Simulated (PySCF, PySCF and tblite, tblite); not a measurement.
**C₈H₁₀FN: a path driven as rotation about a bond, and NMR exchange**

Aim: the barrier and rate of rotation about a bond in C₈H₁₀FN (`CN(C)c1ccc(F)cc1`), and what it does to NMR lines.

Computed with tblite 0.8.0 (tight binding) and PySCF 2.14.0 (DFT, with response routines of our own); each step states its level. Atoms count from 0 throughout.

### 1 The starting structure

20 atoms, charge 0, multiplicity 1; geometry from: force field or distance geometry start.

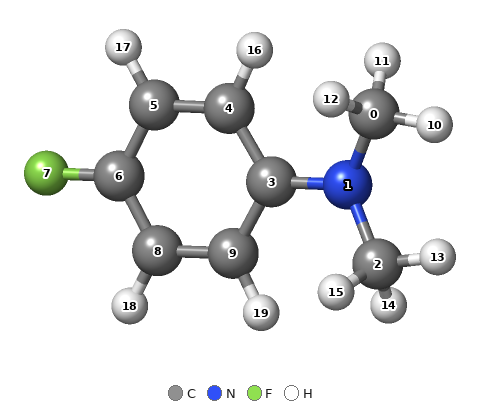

The starting geometry (carbon grey, nitrogen blue, fluorine green, hydrogen white), atoms numbered.

### 2 GFN2-xTB relaxation, start minimum

Job settings and geometry (Å):

```
{"job": {"xc": "GFN2-xTB", "basis": "xTB", "kind": "relax"}, "charge": 0, "multiplicity": 1}
C     -0.364600     1.174800    -1.724400
N     -0.815700     0.257900    -0.688200
C     -1.058700    -1.121200    -1.113700
C     -0.410400     0.488700     0.634800
C      0.118100     1.717600     1.068300
C      0.501200     1.957500     2.383500
C      0.361500     0.961200     3.327400
F      0.734400     1.186700     4.603500
C     -0.163200    -0.272900     2.975900
C     -0.556300    -0.499600     1.651200
H     -0.755000     0.873700    -2.708100
H     -0.767500     2.182900    -1.548200
H      0.715000     1.212400    -1.777000
H     -1.360600    -1.149900    -2.174100
H     -1.901900    -1.554400    -0.557300
H     -0.176000    -1.739300    -0.995000
H      0.243100     2.543500     0.364400
H      0.912200     2.915000     2.677600
H     -0.287300    -1.041000     3.731100
H     -0.967900    -1.471900     1.427900
```

Run with:

```console
OMP_NUM_THREADS=1 python ens_run.py task.json out
```

This one command runs the whole study; its stages follow in the order run.

What it wrote:

```text
step      E/eV     max force
  0    -812.89649    0.788
  1    -812.93094    0.344
  2    -812.94385    0.305
  3    -812.96288    0.255
  4    -812.97214    0.253
  5    -812.97971    0.174
  6    -812.98434    0.158
  7    -812.98779    0.102
  8    -812.98930    0.084
  9    -812.98993    0.060
 10    -812.99036    0.052
 11    -812.99075    0.040
 12    -812.99101    0.034
 13    -812.99121    0.032
 14    -812.99145    0.045
 15    -812.99178    0.051
 16    -812.99212    0.038
 17    -812.99233    0.031
 18    -812.99247    0.029
 19    -812.99261    0.036
 20    -812.99277    0.034
 21    -812.99291    0.030
 22    -812.99302    0.033
 23    -812.99314    0.035
 24    -812.99333    0.046
 25    -812.99362    0.056
 26    -812.99395    0.048
 27    -812.99427    0.044
 28    -812.99461    0.049
 29    -812.99501    0.055
 30    -812.99540    0.047
 31    -812.99566    0.033
 32    -812.99578    0.021
 33    -812.99585    0.021
 34    -812.99590    0.015
 35    -812.99594    0.014
 36    -812.99596    0.012
 37    -812.99598    0.011
 38    -812.99601    0.011
 39    -812.99603    0.008
 40    -812.99604    0.008
 41    -812.99605    0.009
 42    -812.99607    0.010
 43    -812.99609    0.010
 44    -812.99611    0.009
 45    -812.99612    0.008
 46    -812.99613    0.009
 47    -812.99614    0.007
 48    -812.99615    0.005
 49    -812.99615    0.008
 50    -812.99616    0.009
 51    -812.99617    0.008
 52    -812.99617    0.006
 53    -812.99618    0.006
 54    -812.99619    0.005
 55    -812.99619    0.005
 56    -812.99620    0.005
 57    -812.99620    0.005
 58    -812.99620    0.005
 59    -812.99621    0.005
 60    -812.99622    0.005
 61    -812.99623    0.007
 62    -812.99624    0.009
 63    -812.99626    0.010
 64    -812.99628    0.012
 65    -812.99630    0.012
 66    -812.99631    0.009
 67    -812.99631    0.006
 68    -812.99632    0.004
 69    -812.99632    0.004
 70    -812.99632    0.003
 71    -812.99632    0.002
```

It took 0.4 s on 1 thread of Arm Neoverse V2, shared host.

Gain 0.100 eV; displacement 0.08 Å root mean square.

### 3 Relaxed scan, rotation

Job settings and geometry (Å):

```
{"job": {"xc": "GFN2-xTB", "basis": "xTB", "coordinate": [["t", [4, 3, 1, 0], 0.25], ["t", [4, 3, 1, 2], 0.25], ["t", [9, 3, 1, 0], 0.25], ["t", [9, 3, 1, 2], 0.25]], "kind": "drive"}, "charge": 0, "multiplicity": 1}
C     -0.380977     1.187642    -1.690225
N     -0.724059     0.229750    -0.667459
C     -1.074351    -1.106591    -1.083180
C     -0.355021     0.463259     0.636530
C      0.163452     1.704572     1.035956
C      0.497638     1.954117     2.351808
C      0.324273     0.961638     3.296416
F      0.655243     1.203837     4.589816
C     -0.176916    -0.275465     2.941832
C     -0.510453    -0.520575     1.625003
H     -0.736853     0.830122    -2.653550
H     -0.864772     2.146619    -1.491375
H      0.701483     1.348490    -1.760845
H     -1.320309    -1.102213    -2.142393
H     -1.954063    -1.456479    -0.538319
H     -0.255801    -1.818380    -0.922329
H      0.312301     2.493446     0.318417
H      0.895389     2.912527     2.646817
H     -0.300272    -1.040198     3.692635
H     -0.895597    -1.494230     1.374089
```

What it wrote:

```text
point  coordinate     E/eV
  0     14.800     -812.98759
  1     29.300     -812.94330
  2     44.100     -812.85827
  3     59.400     -812.85873
  4     74.600     -812.80316
  5     90.000     -812.78455
  6    105.300     -812.80077
  7    120.600     -812.86193
  8    135.500     -812.93089
  9    150.100     -812.97061
 10    164.800     -812.97019
 11    180.200     -812.99000
```

Run time: 3.4 s. Hardware: 1 thread of Arm Neoverse V2, shared host.

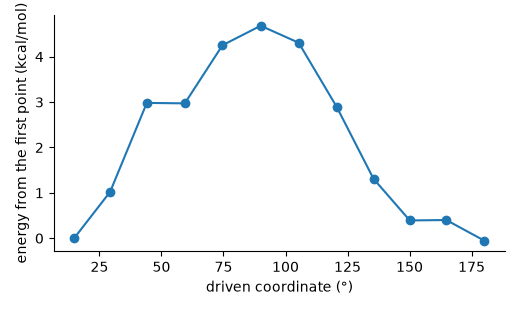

Energy along the scan.

### 4 Nudged elastic band, leg 1

Changed since step 3:

```diff
@@ -1,2 +1,2 @@
-{"job": {"xc": "GFN2-xTB", "basis": "xTB", "coordinate": [["t", [4, 3, 1, 0], 0.25], ["t", [4, 3, 1, 2], 0.25], ["t", [9, 3, 1, 0], 0.25], ["t", [9, 3, 1, 2], 0.25]], "kind": "drive"}, "charge": 0, "multiplicity": 1}
+{"job": {"xc": "GFN2-xTB", "basis": "xTB", "kind": "neb"}, "charge": 0, "multiplicity": 1}
 C     -0.380977     1.187642    -1.690225
```

What it wrote:

```text
image   E - E0 / eV
  0       0.0000
  1       0.0739
  2       0.1481
  3       0.2115
  4       0.1023
  5       0.0239
  6       0.0001
```

It took 1.4 s on 1 thread of Arm Neoverse V2, shared host; peak memory 0.19 GiB.

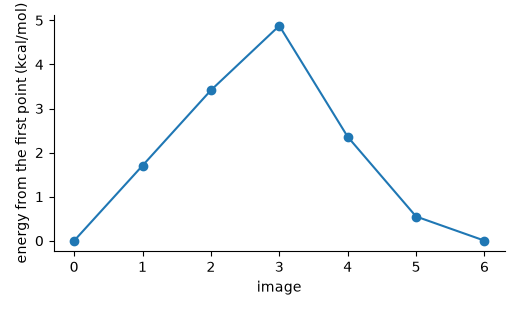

Energy along the band.

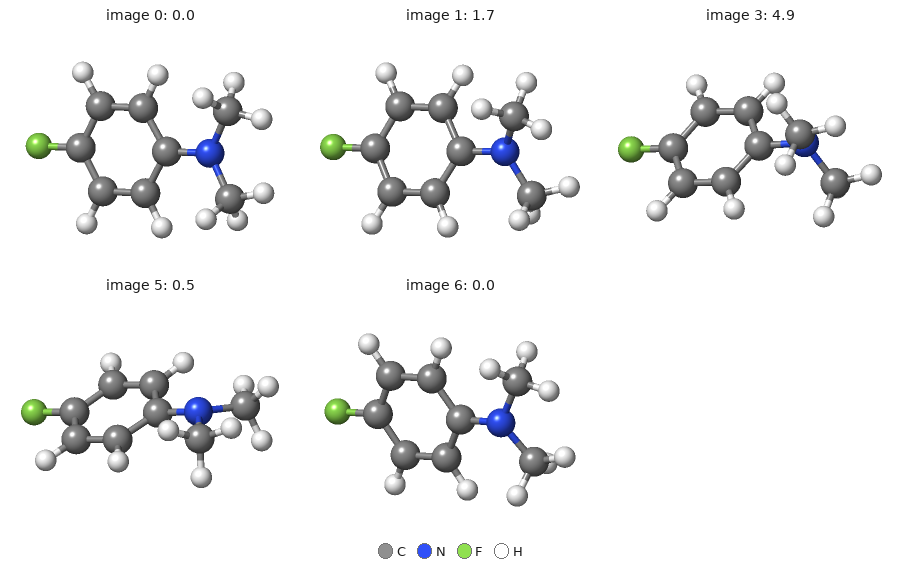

Images along the band, with energies in kcal/mol.

### 5 Saddle search, leg 1

Job settings and geometry (Å):

```
{"job": {"xc": "GFN2-xTB", "basis": "xTB", "kind": "saddle"}, "charge": 0, "multiplicity": 1}
C      0.654291    -0.021120    -2.249060
N     -0.476019     0.103243    -1.350883
C     -1.465945    -0.933679    -1.565087
C     -0.082754     0.216135     0.019894
C     -0.386376     1.399983     0.680246
C     -0.040081     1.577123     2.007686
C      0.612350     0.550487     2.664568
F      0.950904     0.711899     3.962759
C      0.929373    -0.637150     2.032647
C      0.578355    -0.798591     0.704932
H      0.294015     0.070549    -3.273595
H      1.354056     0.788547    -2.048918
H      1.187983    -0.978655    -2.153968
H     -1.865431    -0.827760    -2.573825
H     -2.276407    -0.801250    -0.850325
H     -1.065127    -1.952570    -1.456921
H     -0.897273     2.179785     0.138384
H     -0.268666     2.490774     2.532769
H      1.441077    -1.415269     2.576979
H      0.821675    -1.722480     0.201717
```

What it wrote:

```text
step      E/eV     max force
  0    -812.78480   0.0276
  1    -812.78502   0.0073
  2    -812.78503   0.0000
lowest wavenumbers (cm-1): -64.9 91.3 175.8 205.8 223.3 228.9
```

It took 3.9 s on 1 thread of Arm Neoverse V2, shared host; peak memory 0.19 GiB.

Point group Cs; 1 imaginary mode, 65i cm⁻¹, carried by C2, C0, C9. Steps downhill from it reached both ends.

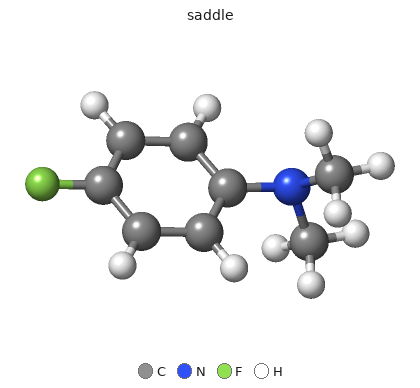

The saddle point.

### 6 Saddle search, other pyramid

Job settings and geometry (Å):

```
{"job": {"xc": "GFN2-xTB", "basis": "xTB", "kind": "saddle"}, "charge": 0, "multiplicity": 1}
C     -1.916842     0.134650    -1.524859
N     -0.478420     0.102317    -1.350595
C      0.202523     1.053713    -2.205956
C     -0.086461     0.214622     0.020513
C     -0.388354     1.399203     0.681023
C     -0.039208     1.576979     2.007270
C      0.616668     0.551615     2.663026
F      0.962129     0.715496     3.958996
C      0.929992    -0.637766     2.031698
C      0.574385    -0.800491     0.705659
H     -2.146562    -0.138035    -2.554872
H     -2.368921    -0.598831    -0.859110
H     -2.362553     1.119493    -1.318965
H     -0.000585     0.792182    -3.244406
H      1.274577     0.981500    -2.029731
H     -0.112146     2.095452    -2.042532
H     -0.900729     2.178511     0.139406
H     -0.266978     2.490926     2.532846
H      1.442571    -1.415557     2.576063
H      0.814501    -1.725871     0.203125
```

What it wrote:

```text
step      E/eV     max force
  0    -812.73362   0.5529
  1    -812.78105   0.0811
  2    -812.78491   0.0313
  3    -812.78501   0.0139
  4    -812.78502   0.0014
lowest wavenumbers (cm-1): -64.8 91.3 175.8 206.0 223.3 228.9
```

Run time: 3.7 s. Hardware: 1 thread of Arm Neoverse V2, shared host; peak memory 0.2 GiB.

Point group Cs; 1 imaginary mode, 65i cm⁻¹, carried by C2, C0, C4. Steps downhill from it reached both ends.

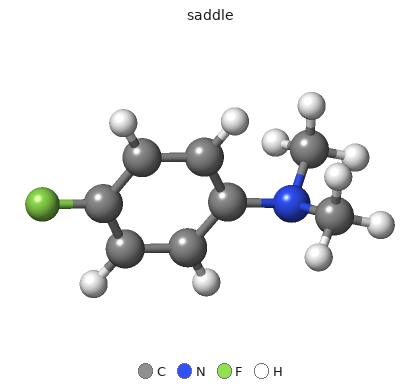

The saddle point.

### 7 Shieldings, start: PBE0/pcSseg-1

Job settings and geometry (Å):

```
{"job": {"kind": "nmr", "xc": "PBE0", "basis": "pcSseg-1", "pop": false}, "charge": 0, "multiplicity": 1}
C     -0.380977     1.187642    -1.690225
N     -0.724059     0.229750    -0.667459
C     -1.074351    -1.106591    -1.083180
C     -0.355021     0.463259     0.636530
C      0.163452     1.704572     1.035956
C      0.497638     1.954117     2.351808
C      0.324273     0.961638     3.296416
F      0.655243     1.203837     4.589816
C     -0.176916    -0.275465     2.941832
C     -0.510453    -0.520575     1.625003
H     -0.736853     0.830122    -2.653550
H     -0.864772     2.146619    -1.491375
H      0.701483     1.348490    -1.760845
H     -1.320309    -1.102213    -2.142393
H     -1.954063    -1.456479    -0.538319
H     -0.255801    -1.818380    -0.922329
H      0.312301     2.493446     0.318417
H      0.895389     2.912527     2.646817
H     -0.300272    -1.040198     3.692635
H     -0.895597    -1.494230     1.374089
```

What it wrote:

```text
coarse grid: 17040 points
cycle   1  E = -464.7457640095  dE =  1.699e+00  |g| = 5.148e-01  |ddm| = 4.265e+00
cycle   2  E = -464.7372186566  dE =  8.545e-03  |g| = 6.004e-01  |ddm| = 1.003e+00
cycle   3  E = -464.8010805671  dE = -6.386e-02  |g| = 7.872e-02  |ddm| = 5.096e-01
cycle   4  E = -464.8021201290  dE = -1.040e-03  |g| = 3.847e-02  |ddm| = 1.008e-01
cycle   5  E = -464.8024563699  dE = -3.362e-04  |g| = 1.205e-02  |ddm| = 4.264e-02
cycle   6  E = -464.8024899077  dE = -3.354e-05  |g| = 3.671e-03  |ddm| = 1.608e-02
cycle   7  E = -464.8024932449  dE = -3.337e-06  |g| = 8.154e-04  |ddm| = 4.637e-03
final grid: 165984 points
cycle   8  E = -464.8672599041  dE = -5.813e-05  |g| = 9.606e-03  |ddm| = 5.481e-02
cycle   9  E = -464.8672511763  dE =  8.728e-06  |g| = 1.196e-02  |ddm| = 2.089e-02
cycle  10  E = -464.8672821691  dE = -3.099e-05  |g| = 1.757e-03  |ddm| = 1.231e-02
cycle  11  E = -464.8672827241  dE = -5.550e-07  |g| = 3.256e-04  |ddm| = 1.907e-03
cycle  12  E = -464.8672827401  dE = -1.596e-08  |g| = 1.952e-04  |ddm| = 4.229e-04
cycle  13  E = -464.8672827487  dE = -8.673e-09  |g| = 3.202e-05  |ddm| = 2.198e-04
cycle  14  E = -464.8672827490  dE = -2.614e-10  |g| = 7.519e-06  |ddm| = 4.095e-05
converged SCF energy = -464.8672827490

GIAO shielding tensors (ppm)
atom      isotropic    diamagn.    paramagn.     s11        s22        s33       span
  0 C      143.985     246.613    -102.628    117.495    131.896    182.563     65.069
  1 N      204.821     332.260    -127.439    156.938    185.581    271.942    115.004
  2 C      143.983     247.511    -103.529    117.479    131.903    182.566     65.087
  3 C       38.546     252.249    -213.703    -35.198      2.263    148.573    183.771
  4 C       72.347     257.469    -185.123    -14.403     58.183    173.259    187.662
  5 C       65.079     254.974    -189.895    -23.427     51.504    167.161    190.588
  6 C       22.275     259.473    -237.197    -55.184     38.066     83.945    139.129
  7 F      308.459     479.273    -170.814    243.347    324.369    357.662    114.315
  8 C       65.086     254.763    -189.677    -23.417     51.507    167.168    190.585
  9 C       72.345     257.780    -185.435    -14.410     58.179    173.266    187.676
 10 H       28.895      30.827      -1.932     23.697     28.390     34.597     10.901
 11 H       28.300      30.395      -2.095     23.892     26.043     34.965     11.072
 12 H       28.733      31.576      -2.843     25.173     25.771     35.256     10.082
 13 H       28.895      31.252      -2.357     23.696     28.390     34.597     10.901
 14 H       28.299      30.935      -2.636     23.889     26.043     34.965     11.075
 15 H       28.734      32.079      -3.345     25.176     25.771     35.255     10.079
 16 H       25.185      34.291      -9.105     19.996     24.883     30.677     10.682
 17 H       24.448      28.478      -4.030     20.801     25.088     27.455      6.654
 18 H       24.449      28.901      -4.452     20.801     25.089     27.455      6.654
 19 H       25.185      34.880      -9.694     19.995     24.882     30.679     10.684
```

Wall time 34 s (1 thread of Arm Neoverse V2, shared host); peak memory 1 GiB.

This run: HOMO -5.53 eV, LUMO -0.22 eV; dipole 3.79 D.

### 8 Shieldings, saddle of leg 1: PBE0/pcSseg-1

Job settings and geometry (Å):

```
{"job": {"kind": "nmr", "xc": "PBE0", "basis": "pcSseg-1", "pop": false}, "charge": 0, "multiplicity": 1}
C      0.653854    -0.017735    -2.247262
N     -0.478420     0.102317    -1.350595
C     -1.465487    -0.936791    -1.566083
C     -0.086461     0.214622     0.020513
C     -0.388354     1.399203     0.681023
C     -0.039208     1.576979     2.007270
C      0.616668     0.551615     2.663026
F      0.962129     0.715496     3.958996
C      0.929992    -0.637766     2.031698
C      0.574385    -0.800491     0.705659
H      0.296292     0.086680    -3.271616
H      1.356199     0.787454    -2.037559
H      1.183163    -0.978625    -2.160725
H     -1.849617    -0.843518    -2.581845
H     -2.287094    -0.792819    -0.866224
H     -1.067403    -1.954630    -1.437716
H     -0.900729     2.178511     0.139406
H     -0.266978     2.490926     2.532846
H      1.442571    -1.415557     2.576063
H      0.814501    -1.725871     0.203125
```

What it wrote:

```text
coarse grid: 17040 points
cycle   1  E = -464.7368128993  dE =  1.639e+00  |g| = 5.284e-01  |ddm| = 4.234e+00
cycle   2  E = -464.7201876555  dE =  1.663e-02  |g| = 6.352e-01  |ddm| = 1.103e+00
cycle   3  E = -464.7939076713  dE = -7.372e-02  |g| = 1.021e-01  |ddm| = 5.921e-01
cycle   4  E = -464.7959384483  dE = -2.031e-03  |g| = 4.422e-02  |ddm| = 1.317e-01
cycle   5  E = -464.7964075838  dE = -4.691e-04  |g| = 1.338e-02  |ddm| = 5.235e-02
cycle   6  E = -464.7964484306  dE = -4.085e-05  |g| = 3.490e-03  |ddm| = 1.924e-02
cycle   7  E = -464.7964511712  dE = -2.741e-06  |g| = 8.198e-04  |ddm| = 4.808e-03
final grid: 165984 points
cycle   8  E = -464.8615210889  dE = -5.653e-05  |g| = 9.880e-03  |ddm| = 5.705e-02
cycle   9  E = -464.8615111539  dE =  9.935e-06  |g| = 1.245e-02  |ddm| = 2.424e-02
cycle  10  E = -464.8615445956  dE = -3.344e-05  |g| = 1.770e-03  |ddm| = 1.382e-02
cycle  11  E = -464.8615451549  dE = -5.593e-07  |g| = 3.055e-04  |ddm| = 1.864e-03
cycle  12  E = -464.8615451695  dE = -1.466e-08  |g| = 1.815e-04  |ddm| = 4.339e-04
cycle  13  E = -464.8615451774  dE = -7.921e-09  |g| = 3.451e-05  |ddm| = 2.293e-04
cycle  14  E = -464.8615451777  dE = -2.919e-10  |g| = 9.177e-06  |ddm| = 4.410e-05
converged SCF energy = -464.8615451777

GIAO shielding tensors (ppm)
atom      isotropic    diamagn.    paramagn.     s11        s22        s33       span
  0 C      138.214     247.120    -108.907    112.634    121.067    180.940     68.305
  1 N      219.872     324.938    -105.066    171.473    233.985    254.157     82.684
  2 C      138.207     247.117    -108.910    112.627    121.060    180.934     68.307
  3 C       28.344     259.013    -230.669    -60.715      5.080    140.669    201.384
  4 C       48.541     248.768    -200.227    -45.995     36.786    154.832    200.826
  5 C       64.747     257.823    -193.076    -20.693     48.542    166.392    187.085
  6 C       16.001     257.302    -241.301    -68.258     32.019     84.242    152.500
  7 F      289.510     477.886    -188.377    207.252    304.010    357.267    150.016
  8 C       65.476     257.126    -191.650    -20.220     49.088    167.561    187.780
  9 C       56.871     253.909    -197.038    -50.883     34.593    186.902    237.785
 10 H       28.997      29.875      -0.879     24.577     26.497     35.916     11.339
 11 H       29.120      30.747      -1.627     24.955     27.151     35.255     10.300
 12 H       29.230      30.943      -1.713     24.650     28.395     34.645      9.994
 13 H       28.997      29.876      -0.879     24.577     26.496     35.917     11.340
 14 H       29.121      30.747      -1.627     24.955     27.153     35.254     10.300
 15 H       29.231      30.942      -1.711     24.653     28.394     34.646      9.993
 16 H       24.075      33.110      -9.035     20.625     23.141     28.460      7.835
 17 H       24.387      29.149      -4.762     20.803     25.201     27.156      6.353
 18 H       24.406      29.648      -5.241     20.710     25.082     27.426      6.716
 19 H       24.052      33.830      -9.778     20.087     22.009     30.059      9.972
```

It took 34 s on 1 thread of Arm Neoverse V2, shared host; peak memory 1 GiB.

This run: HOMO -6.45 eV, LUMO -0.48 eV; dipole 1.86 D.

### 9 Barriers, rates and exchange

Job settings and geometry (Å):

```
{"job": {"smiles": "CN(C)c1ccc(F)cc1", "charge": 0, "mult": 1, "motion": "rotation", "what": "aryl amine", "atoms": [3, 1], "drives": [{"terms": [["t", [4, 3, 1, 0], 0.25], ["t", [4, 3, 1, 2], 0.25], ["t", [9, 3, 1, 0], 0.25], ["t", [9, 3, 1, 2], 0.25]], "by": 180, "n": 12}], "flip": [3, 1], "study": "path", "level": {"kind": "nmr", "xc": "PBE0", "basis": "pcSseg-1"}, "fields": [300, 600, 800], "first": 1, "seed": 339, "kind": "path"}, "charge": 0, "multiplicity": 1}
C     -0.380977     1.187642    -1.690225
N     -0.724059     0.229750    -0.667459
C     -1.074351    -1.106591    -1.083180
C     -0.355021     0.463259     0.636530
C      0.163452     1.704572     1.035956
C      0.497638     1.954117     2.351808
C      0.324273     0.961638     3.296416
F      0.655243     1.203837     4.589816
C     -0.176916    -0.275465     2.941832
C     -0.510453    -0.520575     1.625003
H     -0.736853     0.830122    -2.653550
H     -0.864772     2.146619    -1.491375
H      0.701483     1.348490    -1.760845
H     -1.320309    -1.102213    -2.142393
H     -1.954063    -1.456479    -0.538319
H     -0.255801    -1.818380    -0.922329
H      0.312301     2.493446     0.318417
H      0.895389     2.912527     2.646817
H     -0.300272    -1.040198     3.692635
H     -0.895597    -1.494230     1.374089
```

What it wrote:

```text
stationary points (kcal/mol above the start)
  n  kind          group   xTB      DFT    lowest mode
  0  minimum      Cs       0.00     0.00      25.7
  1  saddle       Cs       4.87     3.51     -64.9
  2  minimum      C1       0.00     0.00      25.9

GFN2-xTB energies: T/K, barrier G, reaction G (kcal/mol), k forward, k back (1/s)
 150.00     4.93     0.00   4.12e+05   2.09e+05
 200.00     5.10     0.01   2.23e+07   1.13e+07
 250.00     5.28     0.01   2.51e+08   1.27e+08
 298.15     5.46     0.01   1.23e+09   6.22e+08
 350.00     5.67     0.01   4.22e+09   2.14e+09
 400.00     5.87     0.01   1.04e+10   5.26e+09
 500.00     6.28     0.01   3.75e+10    1.9e+10

PBE0/pcSseg-1 + D3(BJ) energies: T/K, barrier G, reaction G (kcal/mol), k forward, k back (1/s)
 150.00     3.57     0.00   3.93e+07   1.98e+07
 200.00     3.74     0.00    6.8e+08   3.43e+08
 250.00     3.92     0.00   3.88e+09   1.95e+09
 298.15     4.11     0.01   1.22e+10   6.13e+09
 350.00     4.31     0.01   2.97e+10    1.5e+10
 400.00     4.51     0.01   5.73e+10   2.89e+10
 500.00     4.92     0.01   1.47e+11   7.45e+10
```

Run time: 83 s. Hardware: 1 thread of Arm Neoverse V2, shared host; peak memory 1 GiB. This counts the whole study up to here.

Barriers by level (kcal/mol; entropies in cal/(mol K)). Zero-point and thermal terms come from xTB in every row. ΔG‡ leaves symmetry out; the rate counts equivalent paths (a factor of 2); effective ΔG‡, where given, is the barrier that would give that rate by Eyring's equation alone:

```tsv
level	ΔE‡	with zero-point	ΔH‡	ΔS‡	ΔG‡ (298 K)	ΔE of reaction	k at 298 K (1/s)	effective ΔG‡
GFN2-xTB	4.87	4.57	3.89	-5.3	5.46	0.00	1.2e+09	5.05
PBE0/pcSseg-1 + D3(BJ)	3.51	3.21	2.53	-5.3	4.11	0.00	1.2e+10	3.70
```

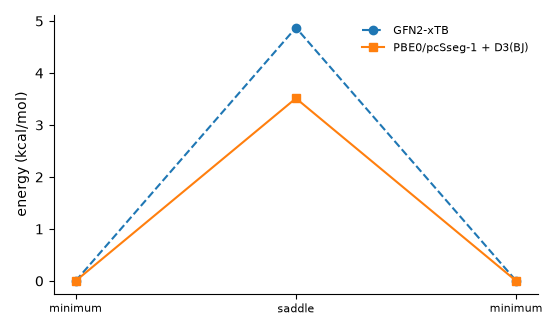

The xTB stationary points, at both levels.

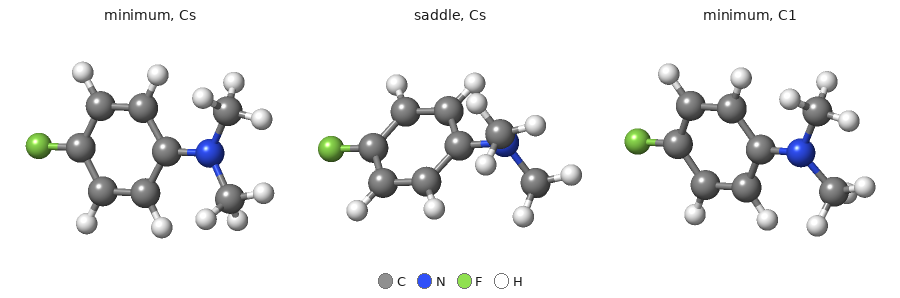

The stationary points in order.

### 10 What came out

| quantity | value |
| --- | --- |
| barrier (PBE0/pcSseg-1 + D3(BJ)) | ΔE‡ 3.5, ΔG‡(298 K) 4.1 kcal/mol |
| barrier (GFN2-xTB) | ΔE‡ 4.9 kcal/mol |
| rate at 298 K | 1.2e+10 s⁻¹ |
| end of the path | the start, renumbered or mirrored |

What this shows: DFT puts the top 3.5 kcal/mol above the start (xTB: 4.9); the rate from the DFT barrier is 1.2e+10 s⁻¹ at 298 K. An error of 1.4 kcal/mol changes that rate tenfold. No two sites that the motion interchanges differ enough in shielding to show exchange.
